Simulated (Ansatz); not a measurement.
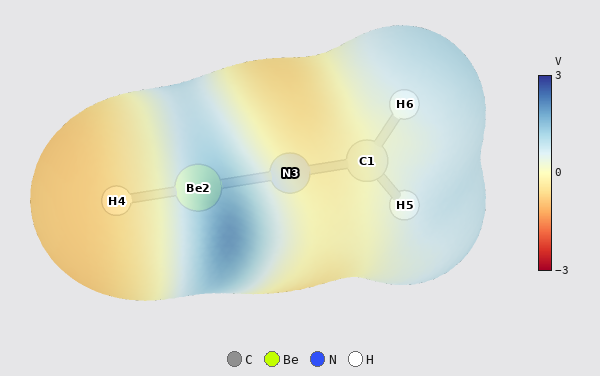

Figure. CH$_{3}$BeN. The molecular electrostatic potential painted on the density surface at 0.002 e/bohr³, seen at a tilt; the colour scale runs from red (negative) to blue (positive).

Geometry: B3LYP-D3(BJ)/def2-SVP.

Method: isolated molecule in a Gaussian basis; Kohn-Sham density functional theory, functional PBE0 (Ansatz 0.2.0).

The calculation's input:

```
crystal:
  periodic: [false, false, false]
  atoms:
    - symbol: C
      position_ang: [-0.562264, 1.138055, 0.366224]
    - symbol: Be
      position_ang: [-2.679746, 0.536010, 1.989551]
    - symbol: "N"
      position_ang: [-1.529891, 0.862707, 1.108329]
    - symbol: H
      position_ang: [-3.705508, 0.244637, 2.775587]
    - symbol: H
      position_ang: [0.402586, 0.584252, 0.401419]
    - symbol: H
      position_ang: [-0.592250, 1.957881, -0.386010]
basis:
  gaussian: {orbitals: def2-TZVPD}
hamiltonian: {xc: pbe0}
output: {forces: true, orbitals: {seedname: orbitals}}
```

Command:

```sh
ansatz run input.yaml --threads 1 --pin off --max-ram 2610MiB --events-out events.jsonl --progress --plain --runs-dir runs
```

Q: Describe the electrostatic potential map.

A: The most negative region (about −0.8 V) lies over H4, the most positive (about +2.0 V) over Be2.

Q: What dipole moment does the calculation give?

A: Its dipole moment is 2.05 D.
